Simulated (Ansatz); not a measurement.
**PBE-QIDH/def2-SVP run of CH5AsSi (SMILES C1[SiH2][AsH]1)**

Aim: the vertical ionisation energy of CH5AsSi at PBE-QIDH/def2-SVP, from 2 runs. 

Program for the calculation: Ansatz 0.2.0.

78 further runs of the same task are left out: 78 set aside as unsound or not needed.

### Step 1. The structure to begin with

The species is CH5AsSi (8 atoms), meant as a singlet with charge 0. SMILES: `C1[SiH2][AsH]1`. The coordinates come from a PBE0-D4/def2-TZVP relaxation.

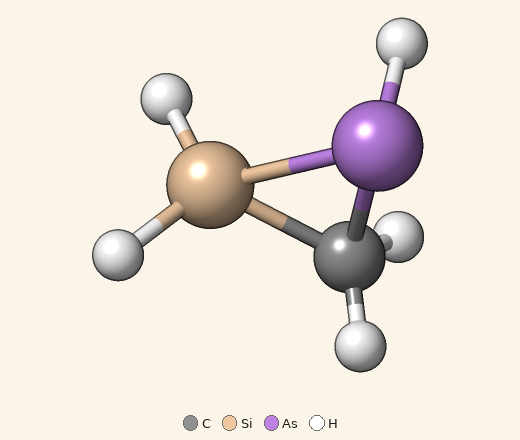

The structure, seen from a chosen angle (carbon grey, silicon light orange, arsenic purple, hydrogen white).

### Step 2. A single-point energy at PBE-QIDH/def2-SVP

Input file run.yaml:

```yaml
crystal:
  periodic: [false, false, false]
  atoms:
    - {symbol: C, position_ang: [-0.770300, 0.017900, -0.576000]}
    - {symbol: Si, position_ang: [0.707800, 0.663100, 0.315700]}
    - {symbol: As, position_ang: [-0.538100, -1.122700, 1.107200]}
    - {symbol: H, position_ang: [-0.667200, -0.524000, -1.509300]}
    - {symbol: H, position_ang: [-1.690700, 0.591800, -0.522300]}
    - {symbol: H, position_ang: [0.581300, 1.973900, 0.990500]}
    - {symbol: H, position_ang: [2.040800, 0.422300, -0.277100]}
    - {symbol: H, position_ang: [0.428400, -2.079400, 0.415600]}
basis:
  gaussian:
    orbitals: def2-SVP
hamiltonian:
  xc: {name: PBE-QIDH}
correlation:
  frozen_orbitals: {As: 9, C: 1, H: 0, Si: 5}
accuracy: high
output: {orbitals: {seedname: orbitals}}
```

Started as:

```
$ ansatz run run.yaml --threads 1 --pin off --max-ram 3480MiB --events-out events.jsonl --progress --plain --runs-dir runs
```

The program printed:

```text
Warning: RAYON_NUM_THREADS=1 ignored (pool sized by the plan → 1); use --threads N
Functional definition: PBE-QIDH
  name "PBE-QIDH"
  parameter a = 3^(-1/3)
  parameter c = 1/3
  exchange = (1 - a)*pbe_x + a*exact_x
  correlation = (1 - c)*pbe_c + c*(mp2_os + mp2_ss)
1915 factors; integrals over basis functions are off by at most 4.8e-9 eV
mean field evaluation 1: about -69794.9619 eV, gradient 2.6e1 eV
mean field evaluation 2: about -69795.0014 eV, gradient 2.6e1 eV
mean field evaluation 4: about -69796.7876 eV, gradient 2.0e0 eV
mean field evaluation 8: about -69796.8041 eV, gradient 3.3e-2 eV
mean field evaluation 16: about -69796.8041 eV, gradient 9.0e-6 eV
mean field -69796.80413736 eV, -2564.9852420750 hartree, gradient 9.0e-8 eV, S^2 0.000000; 0 other end points of the search recorded, 0 dependent functions left out
15 core orbitals not correlated: weight in the atoms' cores, before any rotation towards them, 1.000 or more for the frozen orbitals, at most 0.000 for the correlated occupied ones
reference -69796.80413830 eV, -2564.9852421095 hartree; 14, 14 occupied and 60, 60 virtual orbitals, 1915 factors
second order -14.70872046 eV of doubles, -0.00000000 eV of singles
Total energy: -69801.70704512 eV, -2565.1654206118 hartree
```

It took 11 s on 1 thread of Arm Neoverse V1, shared host; peak memory 0.31 GiB.

### Step 3. The doublet cation, same level

Input file job.yaml:

```yaml
crystal:
  periodic: [false, false, false]
  atoms:
    - symbol: C
      position_ang: [-0.770300, 0.017900, -0.576000]
    - symbol: Si
      position_ang: [0.707800, 0.663100, 0.315700]
    - symbol: As
      position_ang: [-0.538100, -1.122700, 1.107200]
    - symbol: H
      position_ang: [-0.667200, -0.524000, -1.509300]
    - symbol: H
      position_ang: [-1.690700, 0.591800, -0.522300]
    - symbol: H
      position_ang: [0.581300, 1.973900, 0.990500]
    - symbol: H
      position_ang: [2.040800, 0.422300, -0.277100]
    - symbol: H
      position_ang: [0.428400, -2.079400, 0.415600]
basis:
  gaussian:
    orbitals: def2-SVP
total_charge: 1
magnetization:
  spin_polarized: true
  initial_magnetization: 1
hamiltonian:
  xc: {name: PBE-QIDH}
correlation:
  frozen_orbitals: {As: 9, C: 1, H: 0, Si: 5}
accuracy: high
output: {orbitals: {seedname: orbitals}}
```

Started as:

```
$ ansatz run job.yaml --threads 1 --pin off --max-ram 3480MiB --events-out events.jsonl --progress --plain --runs-dir runs
```

The program printed, cut to the lines that bear on the results:

```text
Warning: RAYON_NUM_THREADS=1 ignored (pool sized by the plan → 1); use --threads N
Functional definition: PBE-QIDH
  name "PBE-QIDH"
[...]
1915 factors; integrals over basis functions are off by at most 4.3e-9 eV
[...]
mean field -69788.02918177 eV, -2564.6627684049 hartree, gradient 6.5e-8 eV, S^2 0.765377; 2 other end points of the search recorded, 0 dependent functions left out
15 core orbitals not correlated: weight in the atoms' cores, before any rotation towards them, 1.000 or more for the frozen orbitals, at most 0.000 for the correlated occupied ones
reference -69788.02918275 eV, -2564.6627684408 hartree; 14, 13 occupied and 60, 61 virtual orbitals, 1915 factors
second order -13.87261516 eV of doubles, -0.00000000 eV of singles
Total energy: -69792.65338780 eV, -2564.8327048421 hartree
```

Run time: 23 s. Hardware: 1 thread of Arm Neoverse V1, shared host; peak memory 0.45 GiB.

### Step 4. What came out

At PBE-QIDH/def2-SVP, 15 core orbitals frozen:

```
                                                                quantity           value
                                           singlet CH5AsSi: total energy  -2565.16542 Eh
                      singlet CH5AsSi: HOMO energy (SCF part's orbitals)        -8.42 eV
                      singlet CH5AsSi: LUMO energy (SCF part's orbitals)         1.57 eV
                    singlet CH5AsSi: HOMO–LUMO gap (SCF part's orbitals)         9.99 eV
                                            doublet cation: total energy  -2564.83270 Eh
doublet cation: HOMO energy (SCF part's orbitals) (highest over α and β)       -15.34 eV
 doublet cation: LUMO energy (SCF part's orbitals) (lowest over α and β)        -9.12 eV
                                                    doublet cation: ⟨S²⟩           0.765
                      vertical ionisation energy (to the doublet cation)        9.054 eV
```

What this shows: Removing an electron at fixed nuclei costs 9.05 eV (874 kJ/mol). −ε(HOMO) before ionisation, 8.42 eV, is 0.64 eV below this ionisation energy.
